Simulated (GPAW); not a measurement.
# Magnetic state of MnAl7As8 (AlAs32 Mn2 d4p00) from several starts, part 2 of 2

A self-consistent run ends on one state, which hangs on the start. Several orders of MnAl7As8 (AlAs32 Mn2 d4p00) are started in GPAW and their energies compared.

GPAW 26.7.0; PBE with U = 4 eV on Mn d; plane waves with GPAW's PAW setups, scalar-relativistic.

So far. Step 2 (Order 1, typed as ferro ++): After 29 cycles the largest moment stands at 4.21 μB.

### 3. Order 2, typed as antiferro +-

Reversing part of the moments tests the sign of the couplings between them.

Input file order2.py:

```python
import json
import numpy as np
from ase import Atoms
from ase.parallel import paropen, parprint
from gpaw import GPAW

atoms = Atoms(['Mn', 'As', 'Mn', 'As', 'Al', 'As', 'Al', 'As', 'Al', 'As', 'Al', 'As', 'Al', 'As', 'Al', 'As', 'Al', 'As', 'Al', 'As', 'Al', 'As', 'Al', 'As', 'Al', 'As', 'Al', 'As', 'Al', 'As', 'Al', 'As'],
    cell=[[11.322, 0.0, 0.0],
         [0.0, 11.322, 0.0],
         [0.0, 0.0, 5.661]],
    scaled_positions=[[0.0, 0.0, 0.0],
         [0.125, 0.125, 0.25],
         [0.0, 0.25, 0.5],
         [0.125, 0.375, 0.75],
         [0.25, 0.0, 0.5],
         [0.375, 0.125, 0.75],
         [0.25, 0.25, 0.0],
         [0.375, 0.375, 0.25],
         [0.0, 0.5, 0.0],
         [0.125, 0.625, 0.25],
         [0.0, 0.75, 0.5],
         [0.125, 0.875, 0.75],
         [0.25, 0.5, 0.5],
         [0.375, 0.625, 0.75],
         [0.25, 0.75, 0.0],
         [0.375, 0.875, 0.25],
         [0.5, 0.0, 0.0],
         [0.625, 0.125, 0.25],
         [0.5, 0.25, 0.5],
         [0.625, 0.375, 0.75],
         [0.75, 0.0, 0.5],
         [0.875, 0.125, 0.75],
         [0.75, 0.25, 0.0],
         [0.875, 0.375, 0.25],
         [0.5, 0.5, 0.0],
         [0.625, 0.625, 0.25],
         [0.5, 0.75, 0.5],
         [0.625, 0.875, 0.75],
         [0.75, 0.5, 0.5],
         [0.875, 0.625, 0.75],
         [0.75, 0.75, 0.0],
         [0.875, 0.875, 0.25]],
    pbc=True,
    magmoms=[4.5, 0.0, -4.5, 0.0, 0.0, 0.0, 0.0, 0.0, 0.0, 0.0, 0.0, 0.0, 0.0, 0.0, 0.0, 0.0, 0.0, 0.0, 0.0, 0.0, 0.0, 0.0, 0.0, 0.0, 0.0, 0.0, 0.0, 0.0, 0.0, 0.0, 0.0, 0.0])
atoms.calc = GPAW(mode={'name': 'pw', 'ecut': 450},
    xc='PBE',
    kpts={'size': (3, 3, 5), 'gamma': True},
    occupations={'name': 'fermi-dirac', 'width': 0.05},
    convergence={'density': 1e-05, 'energy': 1e-05},
    maxiter=200,
    mixer={'name': 'pulay', 'beta': 0.05, 'nmaxold': 6, 'weight': 50},
    setups={'Mn': ':d,4.0'},
    symmetry={'tolerance': 1e-4},
    txt='order2.txt')
e = atoms.get_potential_energy(force_consistent=True)
res = {'free_energy': e, 'energy_sigma0': atoms.get_potential_energy(), 'fermi_energy': atoms.calc.get_fermi_level()}
res['moments'] = atoms.get_magnetic_moments().tolist()
res['total'] = atoms.get_magnetic_moment()
parprint('site moments (muB):', np.round(res['moments'], 3))
parprint(f"total moment: {res['total']:.3f} muB")
parprint(f'free energy: {e:.6f} eV')
atoms.calc.write('order2.gpw')
with paropen('results.json', 'w') as f:
    json.dump(res, f)
```

Command:

```sh
OMP_NUM_THREADS=1 mpirun -n 4 gpaw python order2.py > order2.log
```

Numbers of over 12 decimals in the logs are rounded to 6 here.

Output:

```text
site moments (muB): [ 4.247e+00 -0.000e+00 -4.247e+00  5.300e-02  3.000e-03 -0.000e+00
 -3.000e-03  0.000e+00 -6.000e-03 -0.000e+00  6.000e-03 -5.300e-02
 -4.000e-03 -0.000e+00  4.000e-03 -0.000e+00  1.000e-03 -0.000e+00
 -1.000e-03  0.000e+00  3.000e-03 -0.000e+00 -3.000e-03  5.300e-02
 -1.000e-03 -0.000e+00  1.000e-03 -0.000e+00 -4.000e-03 -0.000e+00
  4.000e-03 -5.300e-02]
total moment: -0.000 muB
free energy: -155.455192 eV

--- order2.txt ---
Input parameters:
  mode=PW(ecut=450),
  convergence={'density': 1e-05, 'energy': 1e-05},
  kpts=MonkhorstPack(size=(3, 3, 5), gamma=True),
  maxiter=200,
  mixer=Pulay(name='pulay', nmaxold=6, beta=0.05, weight=50, sigma=0.015, g_ss=None),
  occupations=Occupations(name='fermi-dirac', width=0.05),
  setups={'Mn': ':d,4.0'},
  symmetry=Symmetry(tolerance=0.0001),
  xc=XC(name='PBE')

Diagonalizing LCAO Hamiltonian
Converting LCAO to pw mode
        .---------------------------.
       /|                           |
      / |                           |
     /  |  As            As         |
    /   |       As            As    |
   /  Al|           Al              |
  /    As         As As         As  |
 *      .--Al------------Al---------.
 |     / As As         As As       /
 | Mn /      Al  Al        Al     /
 |   Al Al    As   Al Al    As   /
 |  /As            As           /
 | /      Al            Al     /
 |/                           /
 Mn------------Al------------*

Atoms  # Å, Bohr magnetons
|    | symbol |        x |        y |        z |    initial magnetic moments |
|----|--------|----------|----------|----------|-----------------------------|
|  0 |     Mn | 0.000000 | 0.000000 | 0.000000 | ( 0.0000,  0.0000,  4.5000) |
|  1 |     As | 1.415250 | 1.415250 | 1.415250 | ( 0.0000,  0.0000,  0.0000) |
|  2 |     Mn | 0.000000 | 2.830500 | 2.830500 | ( 0.0000,  0.0000, -4.5000) |
|  3 |     As | 1.415250 | 4.245750 | 4.245750 | ( 0.0000,  0.0000,  0.0000) |
|  4 |     Al | 2.830500 | 0.000000 | 2.830500 | ( 0.0000,  0.0000,  0.0000) |
|  5 |     As | 4.245750 | 1.415250 | 4.245750 | ( 0.0000,  0.0000,  0.0000) |
|  6 |     Al | 2.830500 | 2.830500 | 0.000000 | ( 0.0000,  0.0000,  0.0000) |
|  7 |     As | 4.245750 | 4.245750 | 1.415250 | ( 0.0000,  0.0000,  0.0000) |
|  8 |     Al | 0.000000 | 5.661000 | 0.000000 | ( 0.0000,  0.0000,  0.0000) |
|  9 |     As | 1.415250 | 7.076250 | 1.415250 | ( 0.0000,  0.0000,  0.0000) |
| 10 |     Al | 0.000000 | 8.491500 | 2.830500 | ( 0.0000,  0.0000,  0.0000) |
| 11 |     As | 1.415250 | 9.906750 | 4.245750 | ( 0.0000,  0.0000,  0.0000) |
| 12 |     Al | 2.830500 | 5.661000 | 2.830500 | ( 0.0000,  0.0000,  0.0000) |
| 13 |     As | 4.245750 | 7.076250 | 4.245750 | ( 0.0000,  0.0000,  0.0000) |
| 14 |     Al | 2.830500 | 8.491500 | 0.000000 | ( 0.0000,  0.0000,  0.0000) |
| 15 |     As | 4.245750 | 9.906750 | 1.415250 | ( 0.0000,  0.0000,  0.0000) |
| 16 |     Al | 5.661000 | 0.000000 | 0.000000 | ( 0.0000,  0.0000,  0.0000) |
| 17 |     As | 7.076250 | 1.415250 | 1.415250 | ( 0.0000,  0.0000,  0.0000) |
| 18 |     Al | 5.661000 | 2.830500 | 2.830500 | ( 0.0000,  0.0000,  0.0000) |
| 19 |     As | 7.076250 | 4.245750 | 4.245750 | ( 0.0000,  0.0000,  0.0000) |
| 20 |     Al | 8.491500 | 0.000000 | 2.830500 | ( 0.0000,  0.0000,  0.0000) |
| 21 |     As | 9.906750 | 1.415250 | 4.245750 | ( 0.0000,  0.0000,  0.0000) |
| 22 |     Al | 8.491500 | 2.830500 | 0.000000 | ( 0.0000,  0.0000,  0.0000) |
| 23 |     As | 9.906750 | 4.245750 | 1.415250 | ( 0.0000,  0.0000,  0.0000) |
| 24 |     Al | 5.661000 | 5.661000 | 0.000000 | ( 0.0000,  0.0000,  0.0000) |
| 25 |     As | 7.076250 | 7.076250 | 1.415250 | ( 0.0000,  0.0000,  0.0000) |
| 26 |     Al | 5.661000 | 8.491500 | 2.830500 | ( 0.0000,  0.0000,  0.0000) |
| 27 |     As | 7.076250 | 9.906750 | 4.245750 | ( 0.0000,  0.0000,  0.0000) |
| 28 |     Al | 8.491500 | 5.661000 | 2.830500 | ( 0.0000,  0.0000,  0.0000) |
| 29 |     As | 9.906750 | 7.076250 | 4.245750 | ( 0.0000,  0.0000,  0.0000) |
| 30 |     Al | 8.491500 | 8.491500 | 0.000000 | ( 0.0000,  0.0000,  0.0000) |
| 31 |     As | 9.906750 | 9.906750 | 1.415250 | ( 0.0000,  0.0000,  0.0000) |

Unit cell  # Å
| periodic |         x |         y |        z |   lengths |    angles |
|----------|-----------|-----------|----------|-----------|-----------|
|      yes | 11.322000 |  0.000000 | 0.000000 | 11.322000 | 90.000000 |
|      yes |  0.000000 | 11.322000 | 0.000000 | 11.322000 | 90.000000 |
|      yes |  0.000000 |  0.000000 | 5.661000 |  5.661000 | 90.000000 |

Number of symmetries: 2

BZ-sampling:
  Number of BZ points: 45
  Number of IBZ points: 16

  Monkhorst-Pack size: [3, 3, 5]
  Monkhorst-Pack shift: [0, 0, 0]

Plane wave coefficients: 15772
Cutoff: 450.000000 eV

Spin-components: 2 (collinear spins)
Bands:           96
Projectors:      162
Spin-degeneracy: 1
Datatype:        complex128

Parallelization:
  kpt:    4
  domain: 1
  band:   1

Density:
  Valence electrons: 152.0
  Components: 2
  Grid points: [56 56 28]
  Charge: 0.0  # |e|

Potential:
  Grid points: [56 56 28]

[... setups left out ...]
Reference energy: -1139523.679456  # eV

eigensolver:
  PPCG
  Converge bands: occupied
  niter=2

density mixing:
  Pulay-Mixer
  Linear mixing parameters: 0.05
  Old densities: 6
  Fourier metric: weight=50, sigma=0.015

occupation numbers:
  Fermi-Dirac:
    width: 0.0500  # eV

poisson solver:
  ecut: 3600.000000  # eV

xc functional:
  name: PBE with 2 nearest neighbor stencil

convergence criteria:
- Maximum integral of absolute [dens]ity change: 1e-05 electrons / valence electron
- Maximum [total energy] change in last 3 cyles: 1e-05 eV / valence electron
- Maximum integral of absolute [eigenst]ate change: 4e-08 eV^2 / valence electron
maximum number of iterations: 200

SCF iterations
|iter     |      energy | eigst |  dens |  magmom |
|---------|-------------|-------|-------|---------|
|iter:   1|       0s | -156.856451 | +0.11 |       |  +0.0000|
|iter:   2|      32s | -156.693843 | -1.30 | -0.89 |  -0.0000|
|iter:   3|      62s | -155.357067 | -1.36 | -0.91 |  +0.0000|
|iter:   4|      92s | -155.335849 | -1.49 | -1.14 |  +0.0000|
|iter:   5|     119s | -155.484088 | -1.81 | -1.37 |  -0.0000|
|iter:   6|     146s | -155.446485 | -2.55 | -1.65 |  +0.0000|
|iter:   7|     172s | -155.407216 | -3.02 | -1.93 |  +0.0000|
|iter:   8|     197s | -155.404109 | -2.78 | -2.00 |  -0.0000|
|iter:   9|     223s | -155.402652 | -4.27 | -2.53 |  +0.0000|
|iter:  10|     248s | -155.402917c| -4.40 | -2.53 |  -0.0000|
|iter:  11|     273s | -155.403065c| -5.24 | -2.74 |  -0.0000|
|iter:  12|     298s | -155.403219c| -5.18 | -2.79 |  -0.0000|
|iter:  13|     323s | -155.403358c| -5.91 | -2.98 |  -0.0000|
|iter:  14|     348s | -155.403447c| -6.06 | -3.09 |  -0.0000|
|iter:  15|     373s | -155.403476c| -6.10 | -3.23 |  -0.0000|
|iter:  16|     398s | -155.403506c| -6.18 | -3.37 |  -0.0000|
|iter:  17|     423s | -155.403513c| -7.09 | -3.50 |  -0.0000|
|iter:  18|     448s | -155.403532c| -6.76 | -3.54 |  -0.0000|
|iter:  19|     473s | -155.403542c| -7.28 | -3.64 |  -0.0000|
|iter:  20|     499s | -155.403557c| -6.53 | -3.70 |  -0.0000|
|iter:  21|     511s | -155.403559c| -7.41c| -3.97 |  -0.0000|
|iter:  22|     536s | -155.403561c| -7.33 | -4.05 |  -0.0000|
|iter:  23|     548s | -155.403562c| -7.87c| -4.25 |  -0.0000|
|iter:  24|     560s | -155.403563c| -7.65c| -4.30 |  -0.0000|
|iter:  25|     573s | -155.403563c| -8.07c| -4.38 |  -0.0000|
|iter:  26|     585s | -155.403563c| -8.09c| -4.41 |  -0.0000|
|iter:  27|     598s | -155.403563c| -8.35c| -4.43 |  -0.0000|
|iter:  28|     611s | -155.403564c| -8.01c| -4.47 |  -0.0000|
|iter:  29|     624s | -155.403564c| -7.60c| -4.57 |  -0.0000|
|iter:  30|     638s | -155.403564c| -7.81c| -5.07c|  -0.0000|

Converged in 30 steps
Energy contributions relative to reference atoms: (reference = -1139523.679456)

Energy contributions:
  Kinetic:         345.120359
  Coulomb:        -304.028161
  Zero:             -0.032349
  External:          0.000000
  Xc:             -196.411786
  Entropy:          -0.103255
  Spinorbit:         0.000000
  ----------------------------
  Free energy:    -155.455192
  Extrapolated:   -155.403564

dipole moment: (-89.161021, -83.131943, -80.471299)  # |e|*Ang

Total magnetic moment: (0.000000, 0.000000, -0.000000)

Local magnetic moments
|        x |        y |         z |
|----------|----------|-----------|
| 0.000000 | 0.000000 |  4.246985 |  # Mn   0
| 0.000000 | 0.000000 | -0.000000 |  # As   1
| 0.000000 | 0.000000 | -4.246985 |  # Mn   2
| 0.000000 | 0.000000 |  0.052873 |  # As   3
| 0.000000 | 0.000000 |  0.003413 |  # Al   4
| 0.000000 | 0.000000 | -0.000000 |  # As   5
| 0.000000 | 0.000000 | -0.003413 |  # Al   6
| 0.000000 | 0.000000 |  0.000383 |  # As   7
| 0.000000 | 0.000000 | -0.006063 |  # Al   8
| 0.000000 | 0.000000 | -0.000000 |  # As   9
| 0.000000 | 0.000000 |  0.006063 |  # Al  10
| 0.000000 | 0.000000 | -0.052873 |  # As  11
[...]
| 0.000000 | 0.000000 | -0.000795 |  # Al  24
| 0.000000 | 0.000000 | -0.000000 |  # As  25
| 0.000000 | 0.000000 |  0.000795 |  # Al  26
| 0.000000 | 0.000000 | -0.000383 |  # As  27
| 0.000000 | 0.000000 | -0.003532 |  # Al  28
| 0.000000 | 0.000000 | -0.000000 |  # As  29
| 0.000000 | 0.000000 |  0.003532 |  # Al  30
| 0.000000 | 0.000000 | -0.052873 |  # As  31

Fermi level: 4.305
Eigenvalues  # (at kpt = [0.000, 0.000, 0.000])
| band index |      eig [eV] | occ [0-1] |      eig [eV] | occ [0-1] |
|------------|---------------|-----------|---------------|-----------|
|          0 |       -76.683 |     1.000 |       -76.683 |     1.000 |
|        ... |               |           |               |           |
|         66 |         3.057 |     1.000 |         3.057 |     1.000 |
|         67 |         3.149 |     1.000 |         3.149 |     1.000 |
|         68 |         3.218 |     1.000 |         3.218 |     1.000 |
|         69 |         3.388 |     1.000 |         3.388 |     1.000 |
|         70 |         3.554 |     1.000 |         3.554 |     1.000 |
|         71 |         3.558 |     1.000 |         3.558 |     1.000 |
|         72 |         3.688 |     1.000 |         3.688 |     1.000 |
|         73 |         3.732 |     1.000 |         3.732 |     1.000 |
|         74 |         4.460 |     0.043 |         4.460 |     0.043 |
|         75 |         4.495 |     0.022 |         4.495 |     0.022 |
|         76 |         4.539 |     0.009 |         4.539 |     0.009 |
|         77 |         5.816 |     0.000 |         5.816 |     0.000 |
|         78 |         5.873 |     0.000 |         5.873 |     0.000 |
|         79 |         5.879 |     0.000 |         5.879 |     0.000 |
|         80 |         6.439 |     0.000 |         6.439 |     0.000 |
|         81 |         6.468 |     0.000 |         6.468 |     0.000 |
|        ... |               |           |               |           |
|         95 |         8.060 |     0.000 |         8.060 |     0.000 |

No gap
No difference between direct/indirect transitions
```

Run time: 11 min. Hardware: 4 MPI ranks of Arm Neoverse V2, shared host; peak memory 2.6 GiB; 46 min of CPU time.

Spin moment in the augmentation sphere by element, in μB:

| element | atoms | mean | spread (r.m.s.) | least | largest |
| --- | --- | --- | --- | --- | --- |
| Mn | 2 | 0.00 | 4.25 | -4.25 | 4.25 |
| As | 16 | 0.00 | 0.03 | -0.05 | 0.05 |
| Al | 14 | 0.00 | 0.00 | -0.01 | 0.01 |

The atoms farthest from the mean of their element:

| atom | x, y, z (Å) | spin moment in the augmentation sphere (μB) |
| --- | --- | --- |
| Mn1 | 0.00, 0.00, 0.00 | 4.25 |
| Mn3 | 0.00, 2.83, 2.83 | -4.25 |
| As24 | 9.91, 4.25, 1.42 | 0.05 |
| As12 | 1.42, 9.91, 4.25 | -0.05 |
| As32 | 9.91, 9.91, 1.42 | -0.05 |
| As4 | 1.42, 4.25, 4.25 | 0.05 |
| Al9 | 0.00, 5.66, 0.00 | -0.01 |
| Al11 | 0.00, 8.49, 2.83 | 0.01 |

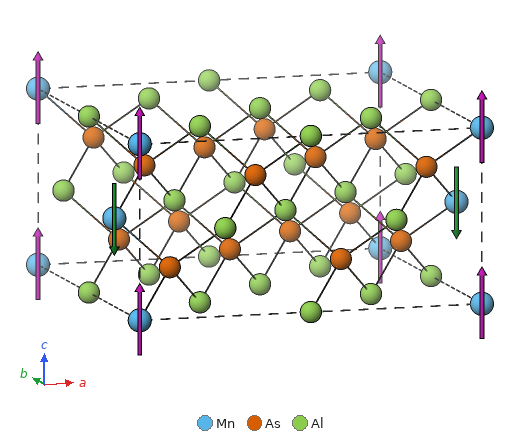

Spin moment in the augmentation sphere as arrows, the longest 4.25 μB. Up and down stand for the sign. Arrows give size and sign along the axis of quantisation, drawn up and down the page. The two directions have two colours. Bonds to atoms that aren't drawn are left out. Some periodic images of atoms are drawn too.

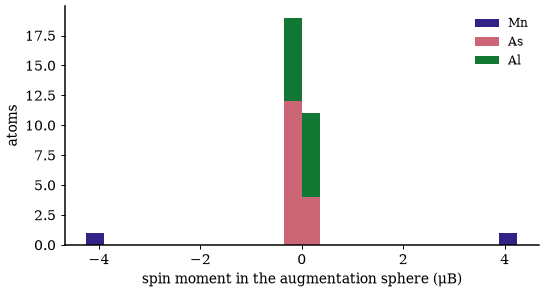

Spin moment in the augmentation sphere as a stacked histogram.

Read from the output:

```
magnetization : 0 μB
final state   : antiferromagnetic
```

It lies 201 meV a seeded atom over the first start, and its largest moment is 4.25 μB against 4.21 μB.

### 4. The states side by side

These are free energies at a smearing of 0.05 eV, so its entropy term is in the differences. They are divided by the number of seeded atoms, so that cells of unlike size compare.

Orders:

| start | final state | typed order kept | energy over the lowest (meV a seeded atom) | largest site moment (μB) | net moment (μB a primitive cell) | mesh matched | CPU time (s) |
| --- | --- | --- | --- | --- | --- | --- | --- |
| ferro ++ | ferromagnetic | yes | 0 | 4.213 | 8.001 | yes | 2767 |
| antiferro +- | antiferromagnetic | yes | 200.9 | 4.247 | 0 | yes | 2736 |

### 5. Summary of results

| Quantity | Value |
| --- | --- |
| lowest state found | ferromagnetic (typed ferro ++) |
| largest site moment | 4.21 μB |
| next state | antiferromagnetic, 201 meV a seeded atom higher |

**Reading.** The lowest state found is ferromagnetic, reached from the start ferro ++, with moments up to 4.21 μB. The next state costs 201 meV a seeded atom. Only 2 starts are shown; other collinear patterns, canted and longer-period orders are not.

[Logs and program files are shortened in this print: banners, set-up blocks, solver, clock and traceback lines can be left out without a mark of their own.]

[Logs are printed without paths, hosts, clocks, repeated set-up lines and the standing remarks that a program may print on its own settings, such as how far it seeks lower states.]

[Hosts, paths, dates, database ids (printed as entryN), source tags and the programs' standing remarks are cut or masked in the printed files.]

[Where a cell is said to come from a database of computed structures, the database is the Materials Project.]
